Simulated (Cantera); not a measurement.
A closed system holds: 1 mol Cu2O, 400 mol H2, 76 mol N2, equilibrated at 50.0 mbar.

Cantera equilibrium calculation (NASA polynomials, part measured and part estimated; ideal gas, pure solids and liquids). Candidate condensed phases: Cu, CuO, Cu(OH)2, Cu2O, H2O; 27 gas species. Kinetics and transport are ignored.

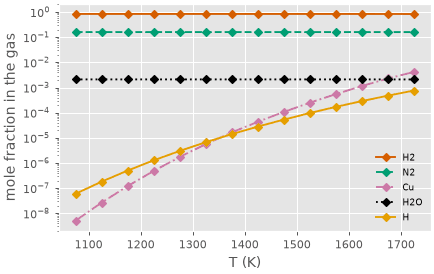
*Equilibrium gas composition (values under 1e-9 drawn at 1e-9)*

From 1075 K to 1325 K the condensed part is Cu(s). From 1375 K to 1675 K the condensed part is Cu(l). At 1725 K nothing is condensed.
